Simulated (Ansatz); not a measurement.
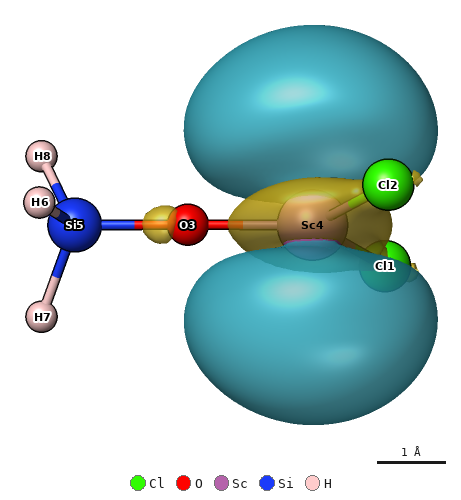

The picture shows: Cl2H3OScSi (SMILES [SiH3][O][Sc]([Cl])[Cl]). The LUMO at ±0.05 Å⁻³ᐟ² (yellow and cyan are the two phases), seen from one side.

Geometry: PBE0-D4/def2-SVP.

These are results of Ansatz 0.2.0, isolated molecule in a Gaussian basis; Kohn-Sham density functional theory, functional PBE0, not measurements.

```tsv
atom	x (Å)	y (Å)	z (Å)
Cl	1.7893	-2.3917	2.5449
Cl	-0.2175	-3.2781	-0.8134
O	0.2459	0.0150	0.4389
Sc	0.5830	-1.7714	0.7064
Si	-0.0423	1.6442	0.2277
H	-0.7605	1.8688	-1.0612
H	1.2557	2.3811	0.2040
H	-0.8802	2.1511	1.3544
```

Where does this orbital lie, and at what energy?

Its weight (Hirshfeld) is mainly on Sc4 (about 90 %). Its energy is −2.75 eV.
